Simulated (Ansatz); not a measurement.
## Fields on a plane of BaTiO3 (cubic perovskite)

```xyz
5
Lattice="4.0195 0.0000 0.0000 0.0000 4.0195 0.0000 0.0000 0.0000 4.0195" Properties=species:S:1:pos:R:3 pbc="T T T"
Ba     0.0000     0.0000     0.0000
Ti     2.0097     2.0097     2.0097
O      0.0000     2.0097     2.0097
O      2.0097     2.0097     0.0000
O      2.0097     0.0000     2.0097
```

The slice is a {110} plane (indices of the conventional cell) through the point (0.500, 0.500, 0.000) (fractional), spanned by u = [100] and v = [011] in vectors of this cell: u (4.02 Å) and v (5.68 Å, at 90° to u). It covers one period; positions are fractions (u, v).

Atoms on it: O at (0.00, 0.00); O at (0.00, 0.50).

Computed with PBE (plane waves to 420 eV, PAW, scalar-relativistic; Ansatz, an electronic-structure program). k mesh 8×8×8. Inside the PAW spheres the values are not all-electron values, and peaks at nuclei hang on which shells count as valence. BaTiO3 is run without spin polarisation. BaTiO3 was relaxed with its symmetry unable to fall. The PAW data are Ansatz's earlier set. This is a high-temperature form of BaTiO3.

```
|9999887766443322110000000000001122334466778899|
|9988886655443322110000000000001122334455668888|
|7777665544332211111111111111111111223344556677|
|6666554444332211111111111111111111223344445566|
|4444443333222211111122222222111111222233334444|
|3333332222221111222222222222222211112222223333|
|2222222211111111222222222222222211111111222222|
|2222222211111111222222333322222211111111222222|
|2222222211111111222222222222222211111111222222|
|3333332222221111222222222222222211112222223333|
|4444443333222211111122222222111111222233334444|
|6666554444332211111111111111111111223344445566|
|7777665544332211111111111111111111223344556677|
|9988886655443322110000000000001122334455668888|
|9999887766443322110000000000001122334466778899|
|9999997766443322110000000000001122334466779999|
|9999887766443322110000000000001122334466778899|
|9988886655443322110000000000001122334455668888|
|7777665544332211111111111111111111223344556677|
|6666554444332211111111111111111111223344445566|
|4444443333222211111122222222111111222233334444|
|3333332222221111222222222222222211112222223333|
|2222222211111111222222222222222211111111222222|
|2222222211111111222222333322222211111111222222|
|2222222211111111222222222222222211111111222222|
|3333332222221111222222222222222211112222223333|
|4444443333222211111122222222111111222233334444|
|6666554444332211111111111111111111223344445566|
|7777665544332211111111111111111111223344556677|
|9988886655443322110000000000001122334455668888|
|9999887766443322110000000000001122334466778899|
|9999997766443322110000000000001122334466779999|
```
Scale: ten equal steps from -1.45 (start of '0') to 0.94 (end of '9'), in the order '0123456789'. Values: log₁₀ of the valence density in e/Å³. The map has 23 points along u (two characters each, u = 0 at the left) and 32 along v (v = 0 in the bottom row). The scale is logarithmic, as a density can span decades between atoms and voids.

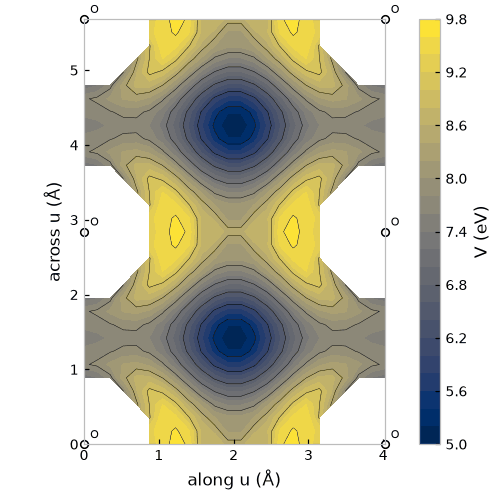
Electrostatic potential energy of an electron, from the cell's mean, in eV, one period of the plane, atoms marked. Points within 0.8 Å of a nucleus are left white, as the pseudised field means little there. The zero, the cell's mean, hangs on the PAW cores.
